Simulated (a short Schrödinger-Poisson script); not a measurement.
Structure: symmetric double-gate stack, SiO2 on p-type Ge(111), at 300 K.

| layer | material | thickness (nm) | Na (cm⁻³) |
|---|---|---|---|
| 1 | SiO2 | 3.7 | - |
| 2 | Ge | 14 | 2e17 |
| 3 | SiO2 | 3.7 | - |

The device is made up for the run: typed textbook-type constants, with dimensions and the other settings drawn at random. SiO2: permittivity 3.9, conduction-band edge (eV) 3.1, gap (eV) 9, electron mass (mₑ) 0.5. Ge: permittivity 16, conduction-band edge (eV) 0, gap (eV) 0.664, Nv at 300 K (cm⁻³) 6e18.

Channel valleys (confinement mass, in-plane density-of-states mass, number): L1 1.59, 0.08, 1; L3 0.09, 0.34, 3. At the gates, both at one voltage, the conduction-band edge of layer 1 lies 3.46 eV − eVg above the Fermi level of the channel. Gaps are held at their typed values at every temperature. Mesh 0.03 nm at interfaces.

From a short Schrödinger-Poisson script (our own, NumPy): 1D Poisson equation in equilibrium, electrons quantum, Hartree (BenDaniel-Duke, 12 states a valley, the channel's in-plane mass for all, wave functions ending at the dielectric), parabolic valleys, classical holes, full ionisation, no traps, pinning or gate leakage.

Only gate voltages with over 1e8 electrons/cm² are shown.

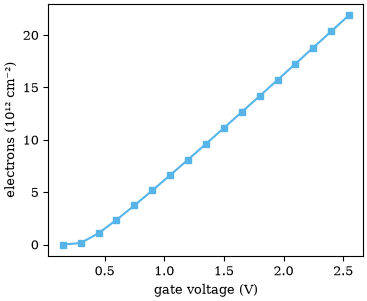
Figure: Sheet density against gate voltage

| Vg (V) | electrons (cm⁻²) | C (μF/cm²) | L1 E0 (meV) | L1 E1 (meV) | L3 E0 (meV) | L3 E1 (meV) |
|---|---|---|---|---|---|---|
| 0.15 | 8.19e8 | 0.00516 | 240.1 | 242.8 | 260.3 | 323.4 |
| 0.3 | 1.48e11 | 0.576 | 105.6 | 107.9 | 126.0 | 188.5 |
| 0.45 | 1.09e12 | 1.26 | 51.3 | 51.6 | 75.4 | 134.4 |
| 0.6 | 2.36e12 | 1.43 | 24.4 | 24.4 | 57.0 | 112.1 |
| 0.75 | 3.73e12 | 1.50 | 4.8 | 4.8 | 46.7 | 98.5 |
| 0.9 | 5.16e12 | 1.55 | -11.2 | -11.2 | 39.8 | 88.7 |
| 1.05 | 6.63e12 | 1.58 | -25.1 | -25.1 | 34.6 | 81.0 |
| 1.2 | 8.11e12 | 1.60 | -37.8 | -37.8 | 30.4 | 74.6 |
| 1.35 | 9.61e12 | 1.61 | -49.6 | -49.6 | 26.8 | 69.1 |
| 1.5 | 1.11e13 | 1.62 | -60.7 | -60.7 | 23.7 | 64.1 |
| 1.65 | 1.27e13 | 1.63 | -71.4 | -71.4 | 20.9 | 59.6 |
| 1.8 | 1.42e13 | 1.64 | -81.7 | -81.7 | 18.3 | 55.5 |
| 1.95 | 1.57e13 | 1.64 | -91.6 | -91.6 | 16.0 | 51.6 |
| 2.1 | 1.73e13 | 1.65 | -101.3 | -101.3 | 13.8 | 48.0 |
| 2.25 | 1.88e13 | 1.66 | -110.8 | -110.8 | 11.8 | 44.7 |
| 2.4 | 2.04e13 | 1.66 | -120.1 | -120.1 | 9.9 | 41.5 |
| 2.55 | 2.19e13 | 1.66 | -129.2 | -129.2 | 8.1 | 38.4 |

Subbands count from the Fermi level. The capacitance is that of both gates.

Only the L valleys are kept; under strong confinement the Δ valleys of Ge fill too.
